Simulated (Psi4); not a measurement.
BNH₅Cl: geometry relaxation (part 1 of 2)

System: BNH₅Cl.
Method: M06-2X/6-31G*, RKS (Psi4 1.11).

The geometry comes from this level: GFN2-xTB.

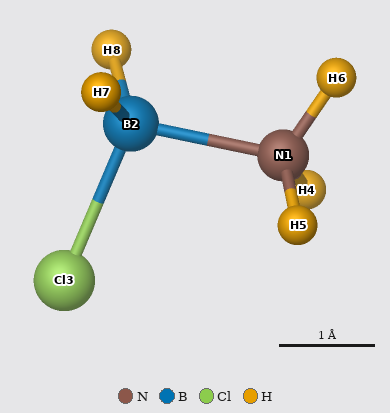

The input geometry (ball-and-stick view, seen at a tilt; atoms are numbered from 1 in the order of the input). Bond lengths as drawn: B–Cl 1.84 Å, B–H 1.18 Å, B–N 1.64 Å and H–N 1.02 Å.

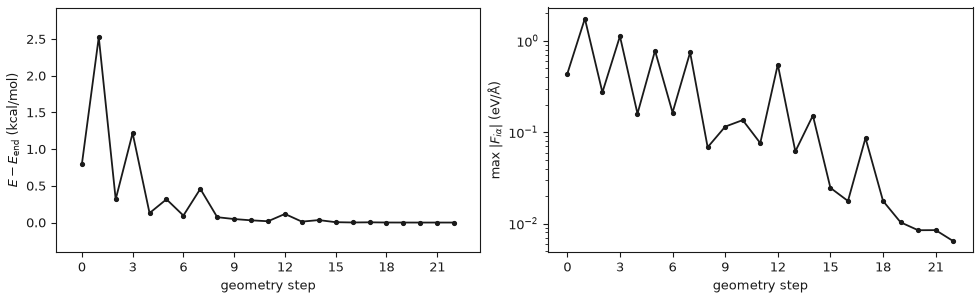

Progress of the relaxation, step by step (steps are counted from 0).

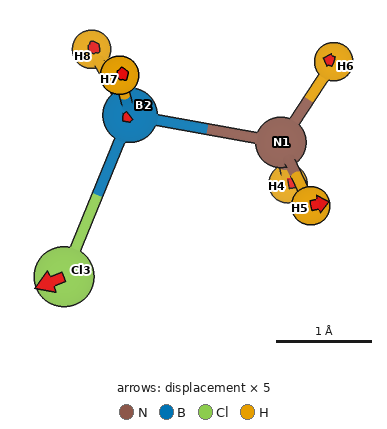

The starting structure with the displacements as red arrows, magnified 5 times (ball-and-stick view, seen at a tilt). The two geometries are laid on each other by the best rigid fit. After 22 geometry steps the energy has fallen by 0.79 kcal/mol. Largest force component: 0.44 eV/Å at the start, 0.0064 eV/Å at the end. Cl3 moves most after the best rigid fit: 0.069 Å. By element the largest moves are Cl 0.069 Å, H 0.042 Å, B 0.022 Å, N 0.013 Å. Among the contacts that change: B2–Cl3 1.841 → 1.870 Å, B2–H7 1.184 → 1.200 Å, N1–H4 1.017 → 1.021 Å. Among the angles that change: B2–N1–H4 107.4° → 110.1°. (Atoms are counted from 1 in the order of the input.)

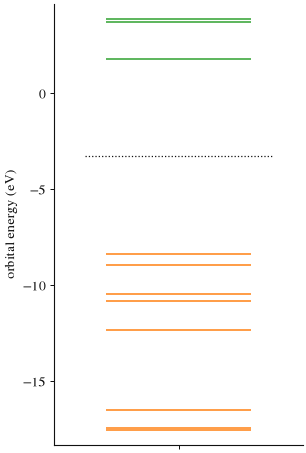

Orbital energies near the frontier; the dotted line parts filled from empty levels, and levels within 0.02 eV of each other stand side by side. Highest filled −8.35 eV, lowest empty 1.80 eV, 10.15 eV apart.

These pictures come from the run below.

Input file (run_ase.py)
```python
import numpy as np
from ase.calculators.psi4 import Psi4
from ase import Atoms
from ase.optimize import BFGSLineSearch

atoms = Atoms(['N', 'B', 'Cl', 'H', 'H', 'H', 'H', 'H'], positions=[
    [-0.408060, 0.605170, -0.411000],
    [0.288110, -0.506700, 0.567920],
    [1.343600, -1.422040, -0.630870],
    [-0.906350, 0.099630, -1.139370],
    [0.341360, 1.138570, -0.844750],
    [-1.040090, 1.219660, 0.094230],
    [0.948210, 0.068190, 1.364440],
    [-0.566790, -1.202480, 0.999420],
])
calc = Psi4(atoms=atoms, method='m06-2x', basis='6-31G*', memory='1600MB', num_threads=1, charge=0, multiplicity=1, label='calc')
atoms.calc = calc

opt = BFGSLineSearch(atoms)
done = opt.run(fmax=0.01, steps=60)
print('converged:', done)
for s, p in zip(atoms.symbols, atoms.positions):
    print(f'{s:2s} {p[0]:12.6f} {p[1]:12.6f} {p[2]:12.6f}')
```

Command:
```bash
python run_ase.py
```

The program's output
```
gradient() will perform analytic gradient computation.

   => Loading Basis Set <=

    Name: 6-31G*
    Role: ORBITAL
    Keyword: BASIS

         ---------------------------------------------------------
                                   SCF
                              RKS Reference
                        1 Threads,   1525 MiB Core
         ---------------------------------------------------------

  ==> Geometry <==

    Molecular point group: c1
    Full point group: C1

    Geometry (in Angstrom), charge = 0, multiplicity = 1:

       Center              X                  Y                   Z               Mass
    ------------   -----------------  -----------------  -----------------  -----------------
         N           -1.091058302341     1.327093057413    -0.086646101375    14.003074004430
         B           -0.388165504228     0.209120575625     0.885578348897    11.009305360000
         CL           0.695812892526    -0.743205112855    -0.304114171762    34.968852682000
         H           -1.618994339647     0.864249545095    -0.828151152281     1.007825032230
         H           -0.375271756632     1.902679737511    -0.532931010492     1.007825032230
         H           -1.723022859905     1.935578518345     0.435308627231     1.007825032230
         H            0.255944490808     0.824786414014     1.688742316235     1.007825032230
         H           -1.281716743681    -0.463542697699     1.318972935688     1.007825032230

  Running in c1 symmetry.

  Rotational constants: A =      0.86667  B =      0.17188  C =      0.15242 [cm^-1]
  Rotational constants: A =  25982.05792  B =   5152.97616  C =   4569.46346 [MHz]
  Nuclear repulsion =   98.512878829013147

  Charge       = 0
  Multiplicity = 1
  Electrons    = 34
  Nalpha       = 17
  Nbeta        = 17

  ==> Algorithm <==

  SCF Algorithm Type is DF.
  DIIS enabled.
  MOM disabled.
  Fractional occupation disabled.
  Guess Type is SAD.
  Energy threshold   = 1.00e-08
  Density threshold  = 1.00e-08
  Integral threshold = 1.00e-12

  ==> Primary Basis <==

  Basis Set: 6-31G*
    Blend: 6-31G*
    Number of shells: 30
    Number of basis functions: 59
    Number of Cartesian functions: 59
    Spherical Harmonics?: false
    Max angular momentum: 2

  ==> DFT Potential <==

   => LibXC <=

    Version 7.1.2

   => Composite Functional: M06-2X <=

    Deriv               =              1
    GGA                 =           TRUE
    Meta                =           TRUE

    Exchange Hybrid     =           TRUE
    MP2 Hybrid          =          FALSE

   => Exchange Functionals <=

    1.0000   XC_HYB_MGGA_X_M06_2X

   => Exact (HF) Exchange <=

    0.5400               HF

   => Correlation Functionals <=

    1.0000   XC_MGGA_C_M06_2X

   => LibXC Density Thresholds  <==

    XC_MGGA_C_M06_2X:  1.00E-12
    XC_HYB_MGGA_X_M06_2X:  1.00E-15

   => Molecular Quadrature <=

    Radial Scheme          =       TREUTLER
    Pruning Scheme         =           NONE
    Nuclear Scheme         =       TREUTLER

    Blocking Scheme        =         OCTREE
    BS radius alpha        =              1
    Pruning alpha          =              1
    Radial Points          =             75
    Spherical Points       =            302
    Total Points           =         171176
    Total Blocks           =           1339
    Max Points             =            256
    Max Functions          =             58
    Weights Tolerance      =       1.00E-15

   => Loading Basis Set <=

    Name: (6-31G* AUX)
    Role: JKFIT
    Keyword: DF_BASIS_SCF

  ==> Integral Setup <==

  DFHelper Memory: AOs need 0.013 GiB; user supplied 0.471 GiB.
  SCF_SUBTYPE=INCORE selected. In-core MEM_DF algorithm will be used.
  Using in-core AOs.

  ==> MemDFJK: Density-Fitted J/K Matrices <==

    J tasked:                   Yes
    K tasked:                   Yes
    wK tasked:                   No
    Memory [MiB]:               482
    Algorithm:                 Core
    Schwarz Cutoff:           1E-12
    Mask sparsity (%):       0.3447
    Fitting Condition:        1E-10

   => Auxiliary Basis Set <=

  Basis Set: (6-31G* AUX)
    Blend: CC-PVDZ-JKFIT
    Number of shells: 129
    Number of basis functions: 417
    Number of Cartesian functions: 417
    Spherical Harmonics?: false
    Max angular momentum: 3

  Cached 100.0% of DFT collocation blocks in 0.647 [GiB].

  Minimum eigenvalue in the overlap matrix is 6.7361629492E-03.
  Reciprocal condition number of the overlap matrix is 1.0337195011E-03.
    Using symmetric orthogonalization.

  ==> Pre-Iterations <==

  SCF Guess: Superposition of Atomic Densities via on-the-fly atomic UHF (no occupation information).

   -------------------------
    Irrep   Nso     Nmo
   -------------------------
     A         59      59
   -------------------------
    Total      59      59
   -------------------------

  ==> Iterations <==

                           Total Energy        Delta E     RMS |[F,P]|

   @DF-RKS iter SAD:  -542.33878519818973   -5.42339e+02   0.00000e+00
   @DF-RKS iter   1:  -542.68133710326060   -3.42552e-01   7.60956e-03 ADIIS/DIIS
   @DF-RKS iter   2:  -542.72278482686988   -4.14477e-02   6.40866e-03 ADIIS/DIIS
   @DF-RKS iter   3:  -542.78340738983070   -6.06226e-02   8.13843e-04 ADIIS/DIIS
   @DF-RKS iter   4:  -542.78443938362943   -1.03199e-03   1.82632e-04 ADIIS/DIIS
   @DF-RKS iter   5:  -542.78450054323548   -6.11596e-05   3.41509e-05 DIIS
   @DF-RKS iter   6:  -542.78450288298836   -2.33975e-06   7.44817e-06 DIIS
   @DF-RKS iter   7:  -542.78450298238965   -9.94013e-08   1.13520e-06 DIIS
   @DF-RKS iter   8:  -542.78450298498558   -2.59593e-09   5.23995e-07 DIIS
   @DF-RKS iter   9:  -542.78450298555663   -5.71049e-10   6.40831e-08 DIIS
   @DF-RKS iter  10:  -542.78450298556709   -1.04592e-11   1.30760e-08 DIIS
   @DF-RKS iter  11:  -542.78450298556788   -7.95808e-13   2.48818e-09 DIIS
  Energy and wave function converged.

  ==> Post-Iterations <==

   Electrons on quadrature grid:
      Ntotal   =   34.0000224973 ; deviation = 2.250e-05

    Orbital Energies [Eh]
    ---------------------

    Doubly Occupied:

       1A   -102.595821     2A    -14.857464     3A     -9.744686
       4A     -7.466742     5A     -7.463141     6A     -7.462672
       7A     -7.040527     8A     -1.075971     9A     -0.860910
      10A     -0.643833    11A     -0.641040    12A     -0.607090
      13A     -0.453749    14A     -0.396879    15A     -0.383691
      16A     -0.329177    17A     -0.307008

    Virtual:

      18A      0.066162    19A      0.136523    20A      0.142192
      21A      0.162114    22A      0.208018    23A      0.255666
      24A      0.258057    25A      0.472325    26A      0.473877
      27A      0.492071    28A      0.502303    29A      0.530482
      30A      0.567316    31A      0.581191    32A      0.708863
      33A      0.726183    34A      0.756194    35A      0.881611
      36A      0.894768    37A      0.919353    38A      0.959192
      39A      0.971964    40A      0.998686    41A      1.004065
      42A      1.012124    43A      1.057849    44A      1.080565
      45A      1.195207    46A      1.366850    47A      1.376069
      48A      1.487168    49A      1.728253    50A      1.800342
      51A      1.820381    52A      1.940660    53A      1.950197
      54A      2.363640    55A      2.369504    56A      2.411203
      57A      3.528082    58A      3.774984    59A      4.409664

    Final Occupation by Irrep:
              A
    DOCC [    17 ]
    NA   [    17 ]
    NB   [    17 ]

  @DF-RKS Final Energy:  -542.78450298556788

   => Energetics <=

    Nuclear Repulsion Energy =             98.5128788290131467
    One-Electron Energy =                -942.0624719301436016
    Two-Electron Energy =                 320.3073214641643176
    DFT Exchange-Correlation Energy =     -19.5422313486017813
    Empirical Dispersion Energy =           0.0000000000000000
    VV10 Nonlocal Energy =                  0.0000000000000000
    Total Energy =                       -542.7845029855678831

Computation Completed

Properties will be evaluated at   0.000000,   0.000000,   0.000000 [a0]

Properties computed using the SCF density matrix

 Multipole Moments:

 ------------------------------------------------------------------------------------
     Multipole            Electronic (a.u.)      Nuclear  (a.u.)        Total (a.u.)
 ------------------------------------------------------------------------------------

 L = 1.  Multiply by 2.5417464519 to convert [e a0] to [Debye]
 Dipole X            :          3.2091495           -4.7101002           -1.5009506
 Dipole Y            :         -3.2432966            5.2241835            1.9808870
 Dipole Z            :         -2.0465279            1.3858681           -0.6606598
 Magnitude           :                                                    2.5716215

 ------------------------------------------------------------------------------------

	total time  =          4 seconds =       0.07 minutes

         ------------------------------------------------------------
                                   SCF GRAD
         ------------------------------------------------------------

  ==> Geometry <==

    Molecular point group: c1
    Full point group: C1

    Geometry (in Angstrom), charge = 0, multiplicity = 1:

       Center              X                  Y                   Z               Mass
    ------------   -----------------  -----------------  -----------------  -----------------
         N           -1.091058302341     1.327093057413    -0.086646101375    14.003074004430
         B           -0.388165504228     0.209120575625     0.885578348897    11.009305360000
         CL           0.695812892526    -0.743205112855    -0.304114171762    34.968852682000
         H           -1.618994339647     0.864249545095    -0.828151152281     1.007825032230
         H           -0.375271756632     1.902679737511    -0.532931010492     1.007825032230
         H           -1.723022859905     1.935578518345     0.435308627231     1.007825032230
         H            0.255944490808     0.824786414014     1.688742316235     1.007825032230
         H           -1.281716743681    -0.463542697699     1.318972935688     1.007825032230

  Nuclear repulsion =   98.512878829013147

  ==> Basis Set <==

  Basis Set: 6-31G*
    Blend: 6-31G*
    Number of shells: 30
    Number of basis functions: 59
    Number of Cartesian functions: 59
    Spherical Harmonics?: false
    Max angular momentum: 2

  ==> DFJKGrad: Density-Fitted SCF Gradients <==

    Gradient:                    1
    J tasked:                  Yes
    K tasked:                  Yes
    wK tasked:                  No
    Integrals threads:           1
    Memory [MiB]:             1144
    Schwarz Cutoff:          1E-12
    Fitting Condition:       1E-10

   => Auxiliary Basis Set <=

  Basis Set: (6-31G* AUX)
    Blend: CC-PVDZ-JKFIT
    Number of shells: 129
    Number of basis functions: 417
    Number of Cartesian functions: 417
    Spherical Harmonics?: false
    Max angular momentum: 3

  ==> DFT Potential <==

   => LibXC <=

    Version 7.1.2

   => Composite Functional: M06-2X <=

    Deriv               =              1
    GGA                 =           TRUE
    Meta                =           TRUE

    Exchange Hybrid     =           TRUE
    MP2 Hybrid          =          FALSE

   => Exchange Functionals <=

    1.0000   XC_HYB_MGGA_X_M06_2X

   => Exact (HF) Exchange <=

    0.5400               HF

   => Correlation Functionals <=

    1.0000   XC_MGGA_C_M06_2X

   => LibXC Density Thresholds  <==

    XC_MGGA_C_M06_2X:  1.00E-12
    XC_HYB_MGGA_X_M06_2X:  1.00E-15

   => Molecular Quadrature <=

    Radial Scheme          =       TREUTLER
    Pruning Scheme         =           NONE
    Nuclear Scheme         =       TREUTLER

    Blocking Scheme        =         OCTREE
    BS radius alpha        =              1
    Pruning alpha          =              1
    Radial Points          =             75
    Spherical Points       =            302
    Total Points           =         171176
    Total Blocks           =           1339
    Max Points             =            256
    Max Functions          =             58
    Weights Tolerance      =       1.00E-15

  -Total Gradient:
     Atom            X                  Y                   Z
    ------   -----------------  -----------------  -----------------
       1       -0.000070379417     0.000072702876    -0.000007006707
       2       -0.000125128507     0.000075690485     0.000026474492
       3       -0.000098058840     0.000101483756     0.000093047876
       4       -0.000105611418     0.000100015805     0.000008427591
       5       -0.000071084371     0.000106369225    -0.000014547784
       6       -0.000001889576     0.000030431461    -0.000027578756
       7        0.000008671064     0.000065757042    -0.000037669295
       8       -0.000020061582     0.000035983333    -0.000078671065

	total time  =          1 seconds =       0.02 minutes
```

Trajectory as extended XYZ (Å, eV, eV/Å), 23 frames, from step=0 to step=22
```
8
Properties=species:S:1:pos:R:3:forces:R:3 step=0 energy=-14769.88441
N    -0.4081    0.6052   -0.4110    0.1726  -0.3201   0.3566
B     0.2881   -0.5067    0.5679   -0.0279   0.0348  -0.0430
Cl    1.3436   -1.4220   -0.6309    0.4378  -0.4016  -0.4158
H    -0.9063    0.0996   -1.1394   -0.1518   0.0911  -0.1564
H     0.3414    1.1386   -0.8448   -0.0246   0.2069  -0.1247
H    -1.0401    1.2197    0.0942   -0.1295   0.1686  -0.0271
H     0.9482    0.0682    1.3644    0.1248   0.3229   0.2685
H    -0.5668   -1.2025    0.9994   -0.3952  -0.1098   0.1426
```
